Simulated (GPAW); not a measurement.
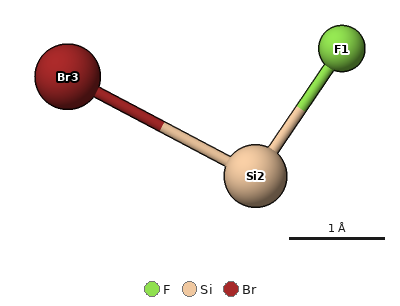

Figure 1. The structure (ball-and-stick view, seen at a tilt; atoms are numbered from 1 in the order of the input).

**SiBrF: property calculation**

The run: property calculation of SiBrF. Method and program: PBE/dzp, scalar-relativistic datasets (GPAW 26.7.0).

The geometry comes from this level: GFN2-xTB.

**The input (mol_sp.py)**
```python
import numpy as np
from ase import Atoms
from ase.units import Debye
from gpaw import GPAW

molecule = Atoms(["F", "Si", "Br"],
    positions=[[  0.372700,   1.284500,   0.335180],
               [ -0.727860,   0.318490,  -0.360400],
               [  0.355150,  -1.602990,   0.025210]])
molecule.center(vacuum=4.5)

gpaw_calc = GPAW(mode="lcao", basis="dzp", h=0.18, xc="PBE", maxiter=150, txt="-")
molecule.calc = gpaw_calc

energy = molecule.get_potential_energy()
print(f"Energy                  {energy:.5f} eV")
forces = molecule.get_forces()
print("Forces (eV/Ang)")
for symbol, f in zip(molecule.symbols, forces):
    print(f'{symbol:2} {f[0]:9.4f} {f[1]:9.4f} {f[2]:9.4f}')
dipole = molecule.get_dipole_moment() / Debye
print(f"Dipole                  {np.linalg.norm(dipole):.3f} D")
homo, lumo = gpaw_calc.get_homo_lumo()
print(f"HOMO: {homo:.3f} eV")
print(f"LUMO = {lumo:.3f} eV")
print(f"Gap                     {lumo - homo:.3f} eV")
```

Launch command:
```bash
OMP_NUM_THREADS=1 python mol_sp.py
```

**Output**
```
__  _  _
 | _ |_)|_||  |
 |__||  | ||/\| - 26.7.0

units:  Angstrom and eV
cores:  1
OpenMP: False

Versions:
  Python: 3.12.14
  ASE:    3.29.0
  Numpy:  2.5.5
  Scipy:  1.18.1
  Libxc:  7.0.0

        _gpaw.cpython-312-x86_64-linux-gnu.so

Input parameters:
  mode=LCAO(),
  basis={'default': 'dzp'},
  h=0.18,
  maxiter=150,
  xc=XC(name='PBE')
        .------------------------.
       /|                        |
      / |                        |
     /  |                        |
    /   |                        |
   /    |                        |
  /     |                        |
 *      |                        |
 |      |          F             |
 |      |                        |
 |      |       SBr              |
 |      |                        |
 |      .------------------------.
 |     /                        /
 |    /                        /
 |   /                        /
 |  /                        /
 | /                        /
 |/                        /
 *------------------------*

Atoms  # Å, Bohr magnetons
|   | symbol |        x |        y |        z |    initial magnetic moments |
|---|--------|----------|----------|----------|-----------------------------|
| 0 |      F | 5.600560 | 7.387490 | 5.195580 | ( 0.0000,  0.0000,  0.0000) |
| 1 |     Si | 4.500000 | 6.421480 | 4.500000 | ( 0.0000,  0.0000,  0.0000) |
| 2 |     Br | 5.583010 | 4.500000 | 4.885610 | ( 0.0000,  0.0000,  0.0000) |

Unit cell  # Å
| periodic |         x |         y |        z |   lengths |    angles |
|----------|-----------|-----------|----------|-----------|-----------|
|       no | 10.100560 |  0.000000 | 0.000000 | 10.100560 | 90.000000 |
|       no |  0.000000 | 11.887490 | 0.000000 | 11.887490 | 90.000000 |
|       no |  0.000000 |  0.000000 | 9.695580 |  9.695580 | 90.000000 |

Number of symmetries: 1
Symmetry operations  # r_c * U_cc + t_c -> r_c
|   | kind |            matrix            |
|---|------|------------------------------|
| 0 |  E   |  1, 0, 0,  0, 1, 0,  0, 0, 1 |

BZ-sampling:
  Number of BZ points: 1
  Number of IBZ points: 1

  Monkhorst-Pack size: [1, 1, 1]
  Monkhorst-Pack shift: [0, 0, 0]

K-points  # in reciprocal-cell coordinates
|   |                                coordinates |     weight |
|---|--------------------------------------------|------------|
| 0 | (  0.00000000,   0.00000000,   0.00000000) | 1.00000000 |

basis functions: 39
Spin-components: 1 (collinear spins)
Bands:           12
Projectors:      15
Spin-degeneracy: 2
Datatype:        <class 'float'>

  Storage: CPU
  Wave functions: 3_744 bytes (3_744 per core)

Parallelization:
  kpt:    1
  domain: 1
  band:   1

Density:
  Valence electrons: 18.0
  Components: 1
  Grid points: [56 68 52]
  Charge: 0.0  # |e|

Potential:
  Grid points: [56 68 52]

species:
  F:
    name:    Fluorine
    Z:       9.0
    valence: 7
    core:    2
    charge:  0.0  # [|e|]
    file:    F.PBE.gz
    compensation charges:
      type: gauss
      rc: 0.20  # [Å]
      lmax: 2
    cutoffs:
      filter: 1.14  # [Å]
      core: 0.74  # [Å]
    projectors
    | kind |    occ | energy [eV] | rcut [Å] |
    |------|--------|-------------|----------|
    |   2s |  2.000 |     -29.898 |    0.635 |
    |   2p |  5.000 |     -11.110 |    0.635 |
    |    s |        |      -2.687 |    0.635 |
    |    p |        |      16.102 |    0.635 |
    |    d |        |       0.000 |    0.635 |

    LCAO basis set for F:
      Name: dzp
      File: F.dzp.basis.gz
      Number of radial functions: 5
      Number of spherical harmonics: 13
        l=0, rc=3.8594 Bohr: 2s-sz confined orbital
        l=1, rc=4.8750 Bohr: 2p-sz confined orbital
        l=0, rc=2.0156 Bohr: 2s-dz split-valence wave
        l=1, rc=2.6094 Bohr: 2p-dz split-valence wave
        l=2, rc=4.8750 Bohr: d-type Gaussian polarization
      Number of RI-basis functions 0

  Si:
    name:    Silicon
    Z:       14.0
    valence: 4
    core:    10
    charge:  0.0  # [|e|]
    file:    Si.PBE.gz
    compensation charges:
      type: gauss
      rc: 0.33  # [Å]
      lmax: 2
    cutoffs:
      filter: 1.86  # [Å]
      core: 2.06  # [Å]
    projectors
    | kind |    occ | energy [eV] | rcut [Å] |
    |------|--------|-------------|----------|
    |   3s |  2.000 |     -10.812 |    1.058 |
    |   3p |  2.000 |      -4.081 |    1.058 |
    |    s |        |      16.399 |    1.058 |
    |    p |        |      23.130 |    1.058 |
    |    d |        |       0.000 |    1.058 |

    LCAO basis set for Si:
      Name: dzp
      File: Si.dzp.basis.gz
      Number of radial functions: 5
      Number of spherical harmonics: 13
        l=0, rc=6.8594 Bohr: 3s-sz confined orbital
        l=1, rc=9.0625 Bohr: 3p-sz confined orbital
        l=0, rc=3.8906 Bohr: 3s-dz split-valence wave
        l=1, rc=5.2344 Bohr: 3p-dz split-valence wave
        l=2, rc=9.0625 Bohr: d-type Gaussian polarization
      Number of RI-basis functions 0

  Br:
    name:    Bromine
    Z:       35.0
    valence: 7
    core:    28
    charge:  0.0  # [|e|]
    file:    Br.PBE.gz
    compensation charges:
      type: gauss
      rc: 0.35  # [Å]
      lmax: 2
    cutoffs:
      filter: 1.98  # [Å]
      core: 2.38  # [Å]
    projectors
    | kind |    occ | energy [eV] | rcut [Å] |
    |------|--------|-------------|----------|
    |   4s |  2.000 |     -20.121 |    1.111 |
    |   4p |  5.000 |      -7.861 |    1.111 |
    |    s |        |       7.091 |    1.111 |
    |    p |        |      19.351 |    1.111 |
    |    d |        |       0.000 |    1.111 |

    LCAO basis set for Br:
      Name: dzp
      File: Br.dzp.basis.gz
      Number of radial functions: 5
      Number of spherical harmonics: 13
        l=0, rc=5.3594 Bohr: 4s-sz confined orbital
        l=1, rc=6.8125 Bohr: 4p-sz confined orbital
        l=0, rc=2.9375 Bohr: 4s-dz split-valence wave
        l=1, rc=3.8906 Bohr: 4p-dz split-valence wave
        l=2, rc=6.8125 Bohr: d-type Gaussian polarization
      Number of RI-basis functions 0

Reference energy: -81502.672765  # eV

eigensolver:
  <gpaw.new.lcao.eigensolver.LCAOEigensolver object at 0x7dd105128d10>
density mixing:
  MSR1-Mixer
  Pratt-step length: 0.05
  Maximum mixing coefficient: 0.75
  Old densities: 10
  SVD Regularization: 0.005
  Good broyden scale: 1.0
  Trust region scale: 1.0
  Backstep threshold: 4.0
  History deletion threshold: 6.0
  Fourier metric: weight=20.0, sigma=0.015

occupation numbers:
  # Zero width

FastPoissonSolver using
    Stencil: 6*3+1=19 point O(h^6) finite-difference Laplacian
    FFT axes: []
    FST axes: [np.int64(2), np.int64(0), np.int64(1)]

xc functional:
  name: PBE with 2 nearest neighbor stencil
interpolation: tri-quintic # 5. degree polynomial

        .------------------------.
       /|                        |
      / |                        |
     /  |                        |
    /   |                        |
   /    |                        |
  /     |                        |
 *      |                        |
 |      |          F             |
 |      |                        |
 |      |       SBr              |
 |      |                        |
 |      .------------------------.
 |     /                        /
 |    /                        /
 |   /                        /
 |  /                        /
 | /                        /
 |/                        /
 *------------------------*

Atoms  # Å, Bohr magnetons
|   | symbol |        x |        y |        z |    initial magnetic moments |
|---|--------|----------|----------|----------|-----------------------------|
| 0 |      F | 5.600560 | 7.387490 | 5.195580 | ( 0.0000,  0.0000,  0.0000) |
| 1 |     Si | 4.500000 | 6.421480 | 4.500000 | ( 0.0000,  0.0000,  0.0000) |
| 2 |     Br | 5.583010 | 4.500000 | 4.885610 | ( 0.0000,  0.0000,  0.0000) |

Unit cell  # Å
| periodic |         x |         y |        z |   lengths |    angles |
|----------|-----------|-----------|----------|-----------|-----------|
|       no | 10.100560 |  0.000000 | 0.000000 | 10.100560 | 90.000000 |
|       no |  0.000000 | 11.887490 | 0.000000 | 11.887490 | 90.000000 |
|       no |  0.000000 |  0.000000 | 9.695580 |  9.695580 | 90.000000 |

Number of symmetries: 1
Symmetry operations  # r_c * U_cc + t_c -> r_c
|   | kind |            matrix            |
|---|------|------------------------------|
| 0 |  E   |  1, 0, 0,  0, 1, 0,  0, 0, 1 |

BZ-sampling:
  Number of BZ points: 1
  Number of IBZ points: 1

  Monkhorst-Pack size: [1, 1, 1]
  Monkhorst-Pack shift: [0, 0, 0]

K-points  # in reciprocal-cell coordinates
|   |                                coordinates |     weight |
|---|--------------------------------------------|------------|
| 0 | (  0.00000000,   0.00000000,   0.00000000) | 1.00000000 |

basis functions: 39
Spin-components: 1 (collinear spins)
Bands:           12
Projectors:      15
Spin-degeneracy: 2
Datatype:        <class 'float'>

  Storage: CPU
  Wave functions: 3_744 bytes (3_744 per core)

Parallelization:
  kpt:    1
  domain: 1
  band:   1

Density:
  Valence electrons: 18.0
  Components: 1
  Grid points: [56 68 52]
  Charge: 0.0  # |e|

Potential:
  Grid points: [56 68 52]

species:
  F:
    name:    Fluorine
    Z:       9.0
    valence: 7
    core:    2
    charge:  0.0  # [|e|]
    file:    F.PBE.gz
    compensation charges:
      type: gauss
      rc: 0.20  # [Å]
      lmax: 2
    cutoffs:
      filter: 1.14  # [Å]
      core: 0.74  # [Å]
    projectors
    | kind |    occ | energy [eV] | rcut [Å] |
    |------|--------|-------------|----------|
    |   2s |  2.000 |     -29.898 |    0.635 |
    |   2p |  5.000 |     -11.110 |    0.635 |
    |    s |        |      -2.687 |    0.635 |
    |    p |        |      16.102 |    0.635 |
    |    d |        |       0.000 |    0.635 |

    LCAO basis set for F:
      Name: dzp
      File: F.dzp.basis.gz
      Number of radial functions: 5
      Number of spherical harmonics: 13
        l=0, rc=3.8594 Bohr: 2s-sz confined orbital
        l=1, rc=4.8750 Bohr: 2p-sz confined orbital
        l=0, rc=2.0156 Bohr: 2s-dz split-valence wave
        l=1, rc=2.6094 Bohr: 2p-dz split-valence wave
        l=2, rc=4.8750 Bohr: d-type Gaussian polarization
      Number of RI-basis functions 0

  Si:
    name:    Silicon
    Z:       14.0
    valence: 4
    core:    10
    charge:  0.0  # [|e|]
    file:    Si.PBE.gz
    compensation charges:
      type: gauss
      rc: 0.33  # [Å]
      lmax: 2
    cutoffs:
      filter: 1.86  # [Å]
      core: 2.06  # [Å]
    projectors
    | kind |    occ | energy [eV] | rcut [Å] |
    |------|--------|-------------|----------|
    |   3s |  2.000 |     -10.812 |    1.058 |
    |   3p |  2.000 |      -4.081 |    1.058 |
    |    s |        |      16.399 |    1.058 |
    |    p |        |      23.130 |    1.058 |
    |    d |        |       0.000 |    1.058 |

    LCAO basis set for Si:
      Name: dzp
      File: Si.dzp.basis.gz
      Number of radial functions: 5
      Number of spherical harmonics: 13
        l=0, rc=6.8594 Bohr: 3s-sz confined orbital
        l=1, rc=9.0625 Bohr: 3p-sz confined orbital
        l=0, rc=3.8906 Bohr: 3s-dz split-valence wave
        l=1, rc=5.2344 Bohr: 3p-dz split-valence wave
        l=2, rc=9.0625 Bohr: d-type Gaussian polarization
      Number of RI-basis functions 0

  Br:
    name:    Bromine
    Z:       35.0
    valence: 7
    core:    28
    charge:  0.0  # [|e|]
    file:    Br.PBE.gz
    compensation charges:
      type: gauss
      rc: 0.35  # [Å]
      lmax: 2
    cutoffs:
      filter: 1.98  # [Å]
      core: 2.38  # [Å]
    projectors
    | kind |    occ | energy [eV] | rcut [Å] |
    |------|--------|-------------|----------|
    |   4s |  2.000 |     -20.121 |    1.111 |
    |   4p |  5.000 |      -7.861 |    1.111 |
    |    s |        |       7.091 |    1.111 |
    |    p |        |      19.351 |    1.111 |
    |    d |        |       0.000 |    1.111 |

    LCAO basis set for Br:
      Name: dzp
      File: Br.dzp.basis.gz
      Number of radial functions: 5
      Number of spherical harmonics: 13
        l=0, rc=5.3594 Bohr: 4s-sz confined orbital
        l=1, rc=6.8125 Bohr: 4p-sz confined orbital
        l=0, rc=2.9375 Bohr: 4s-dz split-valence wave
        l=1, rc=3.8906 Bohr: 4p-dz split-valence wave
        l=2, rc=6.8125 Bohr: d-type Gaussian polarization
      Number of RI-basis functions 0

Reference energy: -81502.672765  # eV

eigensolver:
  <gpaw.new.lcao.eigensolver.LCAOEigensolver object at 0x7dd102f8d7f0>
density mixing:
  MSR1-Mixer
  Pratt-step length: 0.05
  Maximum mixing coefficient: 0.75
  Old densities: 10
  SVD Regularization: 0.005
  Good broyden scale: 1.0
  Trust region scale: 1.0
  Backstep threshold: 4.0
  History deletion threshold: 6.0
  Fourier metric: weight=20.0, sigma=0.015

occupation numbers:
  # Zero width

FastPoissonSolver using
    Stencil: 6*3+1=19 point O(h^6) finite-difference Laplacian
    FFT axes: []
    FST axes: [np.int64(2), np.int64(0), np.int64(1)]

xc functional:
  name: PBE with 2 nearest neighbor stencil
interpolation: tri-quintic # 5. degree polynomial

Initialization done in: 3.100 s

convergence criteria:
- Maximum [total energy] change in last 3 cyles: 0.0005 eV / valence electron
- Maximum integral of absolute [dens]ity change: 0.0001 electrons / valence electron
- Maximum integral of absolute [eigenst]ate change: 4e-08 eV^2 / valence electron
maximum number of iterations: 150

SCF iterations
|iter     |     time |      energy | eigst |  dens |
|---------|----------|-------------|-------|-------|
|iter:   1| 00:00:03 |  -11.302509 |      c|       |
|iter:   2| 00:00:04 |  -11.164098 |      c| -1.07 |
|iter:   3| 00:00:04 |  -10.739903 |      c| -1.11 |
|iter:   4| 00:00:05 |  -10.730261 |      c| -1.55 |
|iter:   5| 00:00:05 |  -10.728108 |      c| -1.89 |
|iter:   6| 00:00:05 |  -10.727995c|      c| -2.63 |
|iter:   7| 00:00:06 |  -10.727982c|      c| -3.06 |
|iter:   8| 00:00:06 |  -10.727981c|      c| -3.75 |
|iter:   9| 00:00:07 |  -10.727981c|      c| -4.39c|

Converged in 9 steps
SCF loop duration: 3.112 s (0.346 s/step)
Energy contributions relative to reference atoms: (reference = -81502.672765)

Energy contributions:
  Kinetic:          25.982937
  Coulomb:         -24.214543
  Zero:              0.220353
  External:          0.000000
  Xc:              -12.716728
  Entropy:           0.000000
  Spinorbit:         0.000000
  ----------------------------
  Free energy:     -10.727981
  Extrapolated:    -10.727981

dipole moment: (-0.184610, 0.023972, -0.097681)  # |e|*Ang

Fermi level: -4.736
Eigenvalues  # (at kpt = [0.000, 0.000, 0.000])
| band index |      eig [eV] | occ [0-2] |
|------------|---------------|-----------|
|          0 |       -29.606 |     2.000 |
|          1 |       -19.802 |     2.000 |
|          2 |       -13.033 |     2.000 |
|          3 |       -10.543 |     2.000 |
|          4 |       -10.432 |     2.000 |
|          5 |        -9.794 |     2.000 |
|          6 |        -7.436 |     2.000 |
|          7 |        -7.074 |     2.000 |
|          8 |        -6.376 |     2.000 |
|          9 |        -3.095 |     0.000 |
|         10 |        -0.538 |     0.000 |
|         11 |         0.416 |     0.000 |

Gap: 3.282 eV
Transition (v -> c):
  (s=0, k=0, n=8, [0.00, 0.00, 0.00]) -> (s=0, k=0, n=9, [0.00, 0.00, 0.00])
No difference between direct/indirect transitions
vacuum-level: 0.000  # V
Energy                  -10.72798 eV

Forces  # eV/Ang
|        x |        y |        z |
|----------|----------|----------|
|  0.79404 |  1.15419 |  0.51052 |  # F    0
| -0.96523 | -0.35354 | -0.55941 |  # Si   1
|  0.18897 | -0.78393 |  0.02365 |  # Br   2

Force computation time: 0.089  # s
Forces (eV/Ang)
F     0.7940    1.1542    0.5105
Si   -0.9652   -0.3535   -0.5594
Br    0.1890   -0.7839    0.0236
Dipole                  1.010 D
HOMO: -6.376 eV
LUMO = -3.095 eV
Gap                     3.282 eV
```

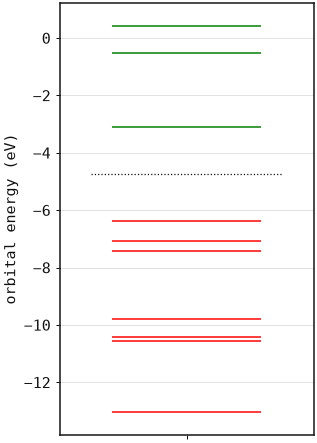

Figure 2. Orbital energies near the frontier; the dotted line parts filled from empty levels, and levels within 0.02 eV of each other stand side by side. Highest filled −6.38 eV, lowest empty −3.09 eV, 3.29 eV apart.

**Summary**

```json
{"quantity": "outcome", "value": "converged"}
{"quantity": "energy relative to the program's reference atoms", "value": "−10.7280 eV"}
{"quantity": "basis functions", "value": "39"}
{"quantity": "largest force", "value": "1.491 eV/Å"}
{"quantity": "HOMO", "value": "−6.38 eV"}
{"quantity": "LUMO", "value": "−3.09 eV"}
{"quantity": "dipole moment", "value": "1.01 D"}
{"quantity": "hardware", "value": "1 thread of Intel Xeon (Granite Rapids), 12 GiB of memory available, shared host"}
{"quantity": "wall time", "value": "6.7 s"}
{"quantity": "peak memory", "value": "0.51 GiB"}
```
